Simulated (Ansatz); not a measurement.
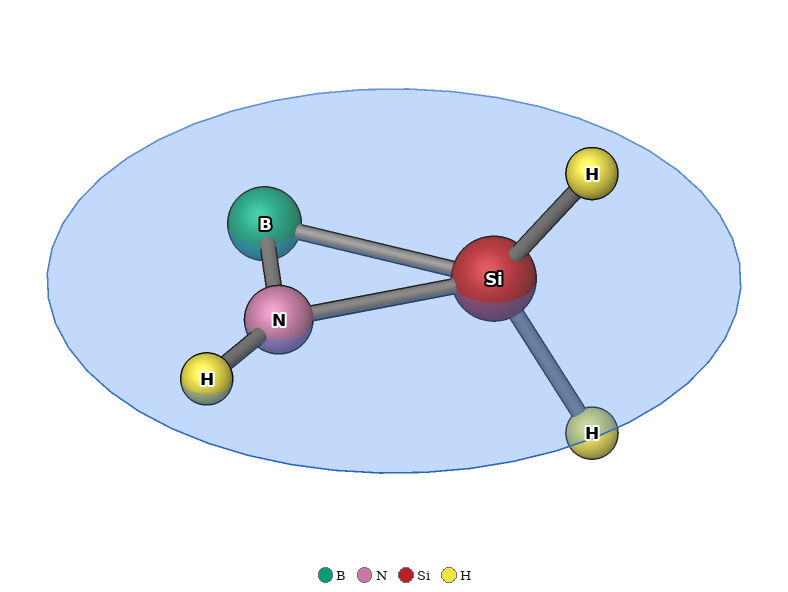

All proper rotation axes (lines) and mirror planes (discs) of the structure are drawn in. Distant atoms are faded towards the background colour. State: neutral, doublet. Computed geometry: PBE0-D4/def2-TZVP optimisation. No frequency run is at hand to confirm it as a minimum.

Question: Name the symmetry elements and the point group.

Answer: It has 1 mirror plane. Point group Cs. The group has 2 operations. The geometry is achiral, and symmetry allows a dipole moment.
